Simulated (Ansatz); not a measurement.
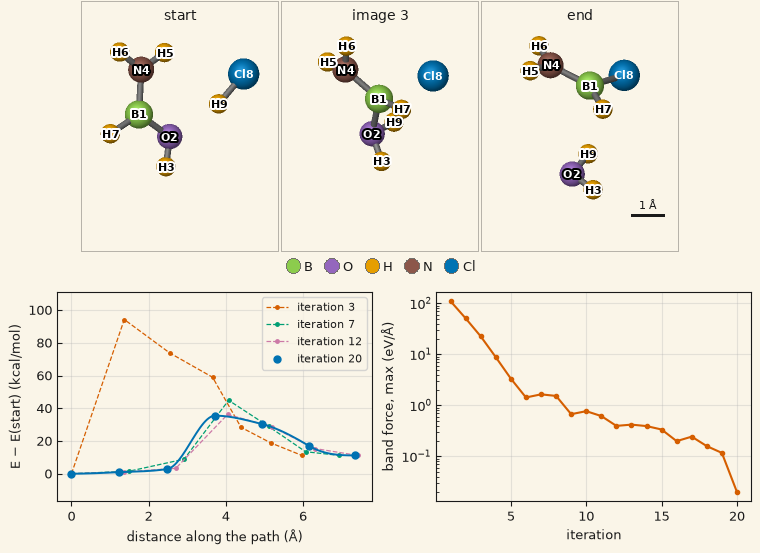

A nudged-elastic-band calculation for BNH5OCl. Images are numbered from 0 (start) to 6 (end). The plot follows the band through its iterations. A ball-and-stick model, seen at a tilt.

Level of theory: RHF/def2-SVP (Ansatz). Set-up: 5 movable images; climbing image; force threshold 0.05 eV/Å; iteration limit 60; spring constant 0.1 eV/Å²; starting path through a guess of the saddle point.

> How did the profile develop, and is the result final?

The run is converged, with reservations. The band converged in 20 iterations. The largest component of the band force went from 110 to 0.02 eV/Å. The climbing image converged on the top of the path. Its curvatures weren't checked. The spring constant is far from the usual few eV/Å², which spoils the spacing or the steps. The first iteration put the highest image at 490.0 kcal/mol. Forward barrier 35.5 kcal/mol, backward barrier 24.3 kcal/mol, with image 3 at the top; the reaction energy is +11.2 kcal/mol.

Limits of the set-up: Hartree-Fock leaves out electron correlation.
